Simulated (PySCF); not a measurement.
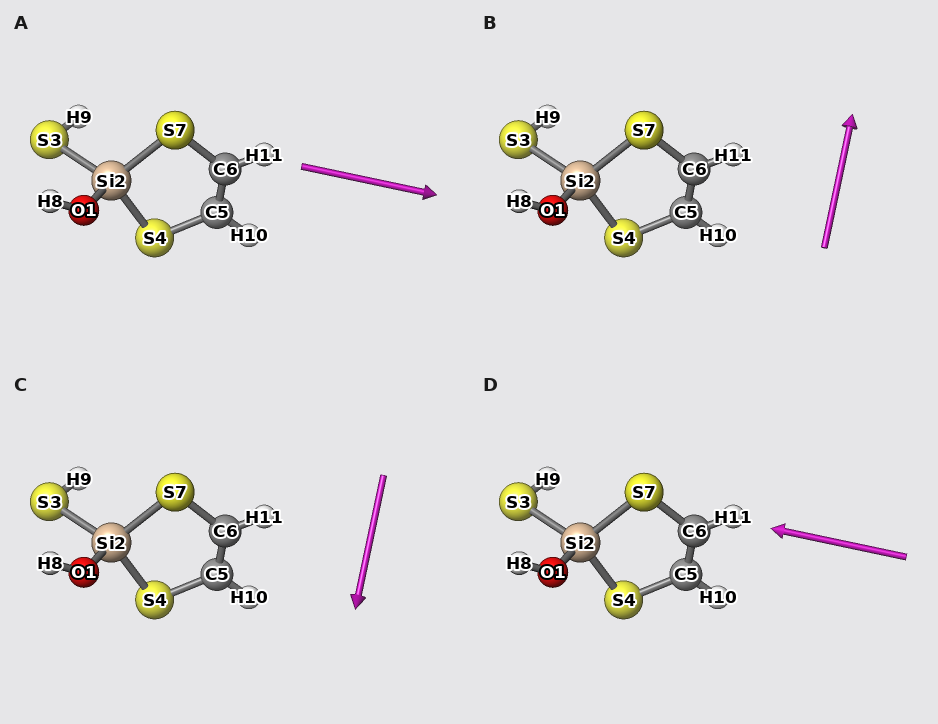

The same molecule four times, each with an arrow. Computed geometry: GFN2-xTB optimisation. No frequency run is at hand to confirm it as a minimum. Method: PBE0/pcSseg-1, gas phase (PySCF 2.14.0).

> Which arrow points along the dipole moment, from the negative to the positive end?

B. The dipole moment is 0.62 D; it points from the side of O1, S4, H8 to the side of H9 (the outermost atoms at the two ends).

The geometry is semi-empirical. Around Si such bond lengths and angles can be off by a tenth of an ångström or more and by several degrees, and values that hang on the shape move with them.
